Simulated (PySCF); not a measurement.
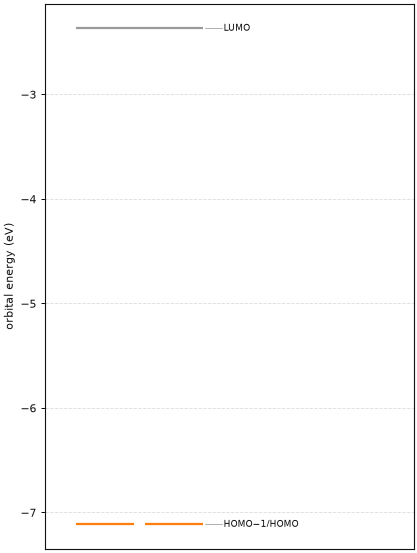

Kohn-Sham orbital energies near the frontier, LDA/def2-SVPD in PySCF, at a PBE0-D3(BJ)/def2-SVP geometry (no frequency check), isolated molecule; empty levels in grey, levels within 0.03 eV side by side.

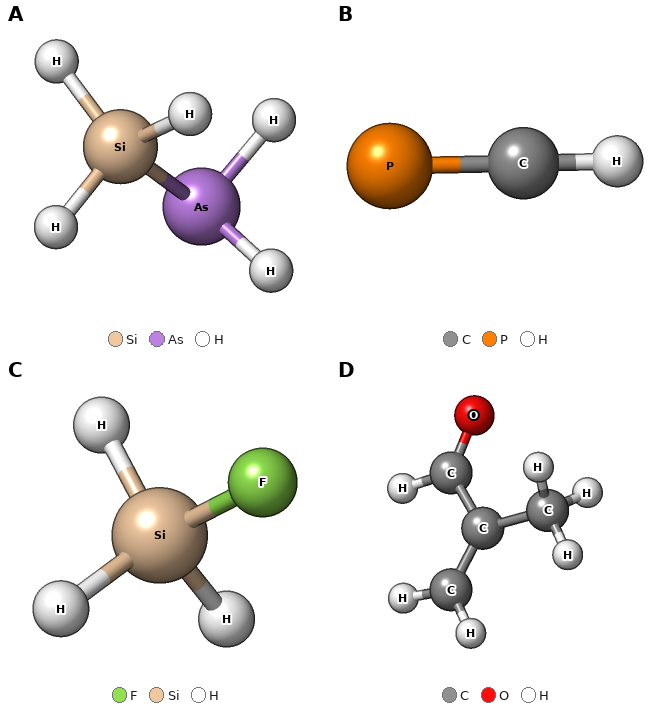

> Which molecule has this level scheme? The candidates are drawn in the second picture.

Structure B, CHP (phosphaethyne), SMILES C#P. HOMO −7.11 eV, LUMO −2.37 eV, separation 4.75 eV.
